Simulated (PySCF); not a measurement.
# What a change does: NMR shielding calculation on C2H6ClFSi2

System: C2H6ClFSi2.
Method of run A: GIAO PBE0/STO-3G NMR shielding, non-relativistic, gas phase (PySCF 2.14.0).

The geometry comes from this level: PBE0-D3(BJ)/def2-SVP. Text and figures count atoms from 1; the logs count them from 0 in places.

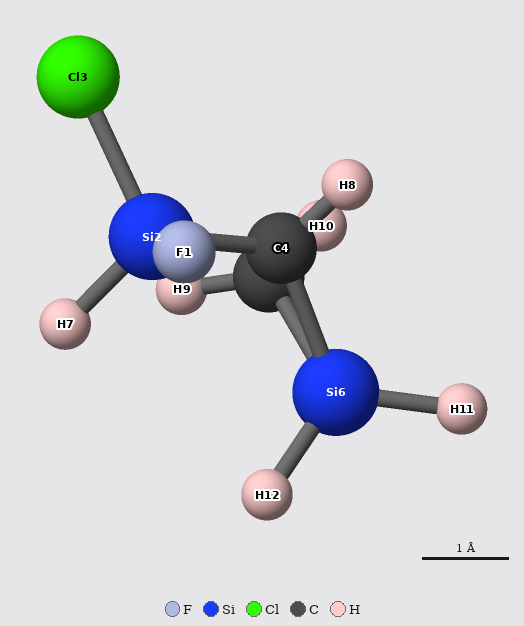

Figure 1. The input geometry (ball-and-stick view, seen at a tilt; atoms are numbered from 1 in the order of the input).

Input, run A:
```
{"job": {"kind": "nmr", "xc": "PBE0", "basis": "STO-3G", "pop": true}, "charge": 0, "multiplicity": 1}
F     -1.428094    -2.257295    -0.953679
Si    -1.349302    -0.651216    -0.756289
Cl    -3.245860    -0.036155    -0.231239
C     -0.131821    -0.227441     0.543375
C      0.460795     1.201649     0.585127
Si     1.687303    -0.107056     0.119888
H     -1.006801    -0.039741    -2.064667
H     -0.357002    -0.672954     1.521349
H      0.118927     1.903415    -0.185661
H      0.514917     1.669541     1.573557
H      2.662559    -0.591111     1.124760
H      2.091508    -0.242118    -1.300619
```

The first line tells a small driver script what to run in PySCF; the rest is the geometry in Å.

Command:
```bash
OMP_NUM_THREADS=1 python <driver script> task.json out
```

Hardware: 1 CPU thread, shared host.

Output (run A):
```
coarse grid: 11856 points
cycle   1  E = -1204.1900691524  dE =  4.257e-02  |g| = 5.325e-01  |ddm| = 4.206e+00
cycle   2  E = -1204.1802010333  dE =  9.868e-03  |g| = 6.268e-01  |ddm| = 1.957e+00
cycle   3  E = -1204.3143742579  dE = -1.342e-01  |g| = 4.862e-02  |ddm| = 1.028e+00
cycle   4  E = -1204.3154355266  dE = -1.061e-03  |g| = 1.659e-02  |ddm| = 1.382e-01
cycle   5  E = -1204.3155316597  dE = -9.613e-05  |g| = 7.036e-03  |ddm| = 3.742e-02
cycle   6  E = -1204.3155493770  dE = -1.772e-05  |g| = 5.344e-04  |ddm| = 1.165e-02
cycle   7  E = -1204.3155494662  dE = -8.917e-08  |g| = 2.972e-04  |ddm| = 1.251e-03
final grid: 101856 points
cycle   8  E = -1204.2522212949  dE = -2.189e-06  |g| = 3.906e-03  |ddm| = 1.160e-02
cycle   9  E = -1204.2522188962  dE =  2.399e-06  |g| = 4.723e-03  |ddm| = 1.283e-02
cycle  10  E = -1204.2522264596  dE = -7.563e-06  |g| = 2.440e-04  |ddm| = 7.215e-03
cycle  11  E = -1204.2522264803  dE = -2.075e-08  |g| = 4.544e-05  |ddm| = 4.378e-04
cycle  12  E = -1204.2522264810  dE = -6.912e-10  |g| = 1.112e-05  |ddm| = 8.408e-05
converged SCF energy = -1204.2522264810

GIAO shielding tensors (ppm)
atom      isotropic    diamagn.    paramagn.     s11        s22        s33       span
  0 F      486.718     454.025      32.693    327.118    512.962    620.073    292.955
  1 Si     511.506     867.528    -356.022    443.650    516.229    574.639    130.989
  2 Cl    1169.876    1129.757      40.119   1082.292   1191.053   1236.283    153.990
  3 C      244.950     251.085      -6.135    218.786    251.371    264.694     45.907
  4 C      227.953     252.639     -24.687    201.683    236.962    245.215     43.532
  5 Si     640.490     871.042    -230.551    513.585    599.260    808.627    295.042
  6 H       29.557      32.303      -2.746     24.709     28.129     35.832     11.123
  7 H       32.480      31.877       0.603     24.593     30.409     42.438     17.845
  8 H       32.188      32.557      -0.369     26.110     29.873     40.582     14.472
  9 H       31.848      30.985       0.862     26.402     27.210     41.931     15.529
 10 H       31.355      30.675       0.680     25.961     28.739     39.365     13.404
 11 H       31.553      31.895      -0.342     25.992     30.134     38.532     12.540
```

For run B the input was changed thus:
```diff
-"basis": "STO-3G"
+"basis": "cc-pVTZ"
```

What does this change do to the results?

The total energy of run B is 8917.1 kcal/mol lower, which measures the change of basis and not a stability. The HOMO goes from −5.12 to −7.40 eV. The LUMO goes from 4.59 to −0.18 eV. The dipole moment goes from 3.95 to 2.87 D. Of all shieldings, the largest change is that of Cl3, by −288.4 ppm. The SCF takes 13 iterations against 12. The basis functions go from 48 to 276.

Output (run B):
```
coarse grid: 11856 points
cycle   1  E = -1218.3606467268  dE =  5.363e-01  |g| = 6.637e-01  |ddm| = 6.368e+00
cycle   2  E = -1218.2681292025  dE =  9.252e-02  |g| = 9.903e-01  |ddm| = 2.052e+00
cycle   3  E = -1218.4467805258  dE = -1.787e-01  |g| = 6.307e-02  |ddm| = 1.173e+00
cycle   4  E = -1218.4474120791  dE = -6.316e-04  |g| = 2.966e-02  |ddm| = 1.202e-01
cycle   5  E = -1218.4475830412  dE = -1.710e-04  |g| = 7.112e-03  |ddm| = 4.638e-02
cycle   6  E = -1218.4475950614  dE = -1.202e-05  |g| = 2.868e-03  |ddm| = 1.323e-02
cycle   7  E = -1218.4475968870  dE = -1.826e-06  |g| = 6.469e-04  |ddm| = 4.510e-03
final grid: 101856 points
cycle   8  E = -1218.4625894457  dE = -4.148e-05  |g| = 5.943e-03  |ddm| = 7.560e-02
cycle   9  E = -1218.4625799963  dE =  9.449e-06  |g| = 8.299e-03  |ddm| = 2.187e-02
cycle  10  E = -1218.4625979845  dE = -1.799e-05  |g| = 6.766e-04  |ddm| = 1.302e-02
cycle  11  E = -1218.4625981007  dE = -1.162e-07  |g| = 2.586e-04  |ddm| = 1.216e-03
cycle  12  E = -1218.4625981135  dE = -1.280e-08  |g| = 7.399e-05  |ddm| = 3.610e-04
cycle  13  E = -1218.4625981144  dE = -9.309e-10  |g| = 2.253e-05  |ddm| = 1.031e-04
converged SCF energy = -1218.4625981144

GIAO shielding tensors (ppm)
atom      isotropic    diamagn.    paramagn.     s11        s22        s33       span
  0 F      323.068     462.528    -139.460    267.200    329.471    372.532    105.333
  1 Si     346.480     885.008    -538.528    307.795    336.660    394.984     87.189
  2 Cl     881.457    1147.451    -265.994    748.317    880.758   1015.296    266.978
  3 C      193.281     244.655     -51.373    164.489    191.450    223.906     59.417
  4 C      196.327     244.537     -48.210    173.994    197.577    217.409     43.415
  5 Si     494.406     888.722    -394.316    393.085    406.955    683.180    290.095
  6 H       26.350      29.959      -3.609     22.581     25.268     31.200      8.619
  7 H       30.910      29.888       1.022     25.130     27.898     39.703     14.573
  8 H       30.690      30.356       0.334     24.881     27.951     39.239     14.358
  9 H       30.467      29.294       1.173     24.918     26.048     40.436     15.518
 10 H       28.302      29.296      -0.994     23.044     25.689     36.173     13.130
 11 H       28.425      30.163      -1.738     23.140     26.682     35.451     12.311
```

The two runs side by side:

```csv
quantity,run A,run B
outcome,converged,converged
total energy (hartree),−1204.252226,−1218.462598
HOMO (eV),−5.12,−7.40
LUMO (eV),4.59,−0.18
dipole moment (D),3.95,2.87
shielding of F1 (ppm),486.7,323.1
shielding of Si2 (ppm),511.5,346.5
shielding of Cl3 (ppm),1169.9,881.5
shielding of C4 (ppm),245.0,193.3
shielding of C5 (ppm),228.0,196.3
shielding of Si6 (ppm),640.5,494.4
shielding of H7 (ppm),29.6,26.3
SCF iterations,12,13
basis functions,48,276
wall time (shared host),4.2 s,45 s
```
